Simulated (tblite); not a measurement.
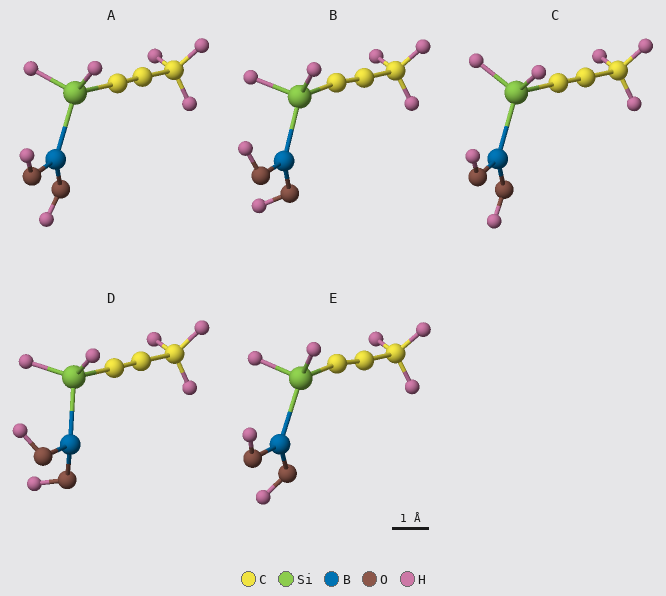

5 geometries from one relaxation of C₃H₇BO₂Si, in shuffled order. The picture is a ball-and-stick view, seen from a free direction.

Method: GFN2-xTB geometry optimisation, gas phase (tblite). 

> Put them in the order of the run, from the start to the converged end.

D, B, E, A, C. They are steps 0, 6, 9, 19, 60, at +38.3 kcal/mol, +16.5 kcal/mol, +6.76 kcal/mol, +1.15 kcal/mol relative to the last. An H atom moves most after the best rigid fit: 0.82 Å. Largest moves by element: H 0.82 Å, B 0.51 Å, O 0.39 Å, Si 0.07 Å, C 0.06 Å. Some distances before and after: B–O 1.471 → 1.349 Å, B–O 1.481 → 1.369 Å, C–C 1.496 → 1.447 Å, H–O 0.990 → 0.955 Å. Bond angles that change, for instance: B–O–H 105.5° → 117.9°, Si–B–O 114.5° → 125.0°, H–Si–H 112.6° → 103.9°. Over 60 geometry steps the energy falls by 38.3 kcal/mol. Cost: 0.57 s on 1 thread of Arm Neoverse N1, with other jobs on the host.
